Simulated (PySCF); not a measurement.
C7H8OS (SMILES CSc1ccc(O)cc1)

```xyz
17

C     3.2046   -0.2447   -0.1612
S     2.1361   -1.3283    0.7929
C     0.5454   -0.5877    0.5959
C     0.2841    0.5557   -0.1624
C    -1.0119    1.0638   -0.2586
C    -2.0714    0.4394    0.3988
O    -3.3442    0.8887    0.3378
C    -1.8150   -0.7071    1.1603
C    -0.5269   -1.2100    1.2560
H     4.2174   -0.6575   -0.0570
H     3.2020    0.7829    0.2325
H     2.9363   -0.2382   -1.2285
H     1.0856    1.0712   -0.6926
H    -1.1952    1.9615   -0.8578
H    -3.3753    1.6760   -0.2153
H    -2.6467   -1.1927    1.6745
H    -0.3435   -2.1056    1.8556
```

Geometry: PBE0-D3(BJ)/def2-SVP.

Computed with wB97X-D/def2-SVPD, SCF density, gas phase in PySCF 2.14.0.

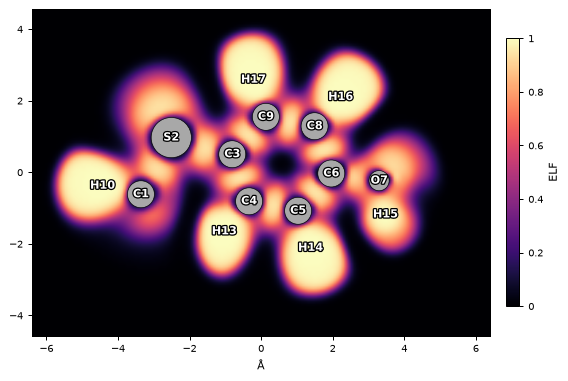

Figure 1. ELF on the plane of atoms O7, C6 and C8. Grey discs cover the atomic cores.

> Read the bonding off the picture.

- The plane passes through C, S, O and H nuclei.
- C–O (1.35 Å): the ELF peaks at about 0.90 between the atoms; a polar covalent bond.
- C–C (1.39 Å): the ELF peaks at about 0.95 between the atoms, as expected for a covalent bond.
- C–S (1.77 Å): the ELF peaks at about 0.95 between the atoms; localised, covalent bonding.
- O–H (0.96 Å): the ELF climbs to about 1 towards the hydrogen, as it does in any bond to H (an ordinary covalent bond to hydrogen).
- C–H (1.09 Å): the ELF climbs to about 1 towards the hydrogen; a covalent bond by its length.
- The ELF also peaks beside O7 and S2, away from the bonds: lone-pair regions.

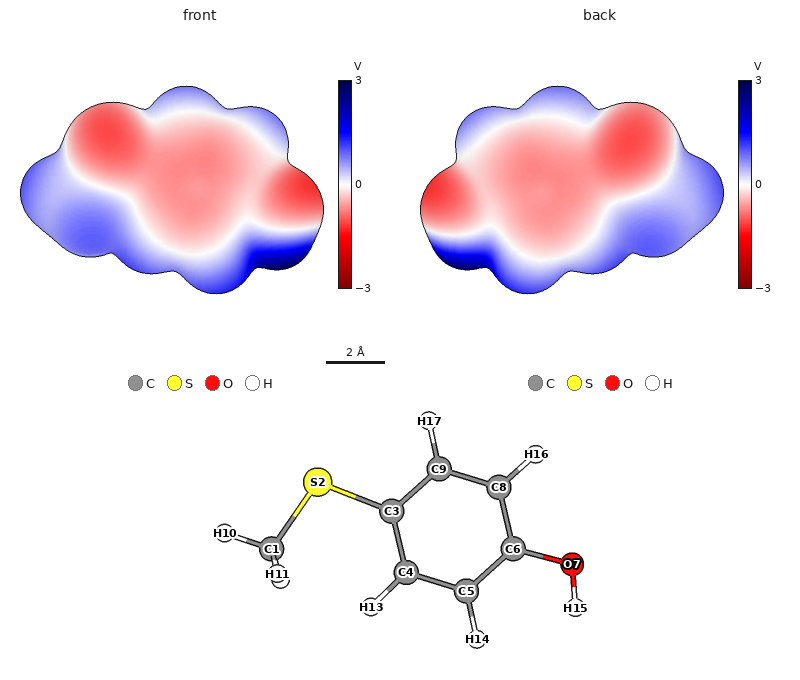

Figure 2. The molecular electrostatic potential painted on the density surface at 0.002 e/bohr³, seen from the front and from behind; the colour scale runs from red (negative) to blue (positive). The bare structure is drawn below in the same view.

> Which sites attract a positive test charge, and which a negative one?

A positive charge is drawn to the negative regions and a negative charge to the positive ones. The most negative region (about −1.2 V, or −28 kcal/mol for a unit charge) lies over O7, the most positive (about +2.7 V, or +62 kcal/mol for a unit charge) over H15. O7 is the likeliest acceptor of a hydrogen bond.

> What dipole moment does the calculation give?

Its dipole moment is 2.66 D.

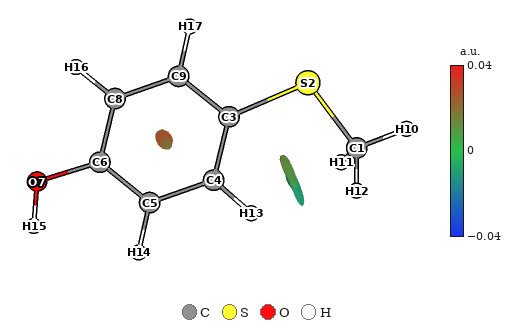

Figure 3. Non-covalent interaction (NCI) plot: the surface where the reduced density gradient is 0.5, for densities under 0.05 a.u., coloured by sign(λ₂)ρ; seen at an oblique angle.

> What holds or crowds the atoms apart from the covalent bonds?

Between H13 and C4 on one side and C1 on the other: a weak contact, attractive (blue-green) on one side and crowded (olive to red) on the other; inside the ring or cage of C3, C4, C5, C6, C8 and C9: steric crowding (red).
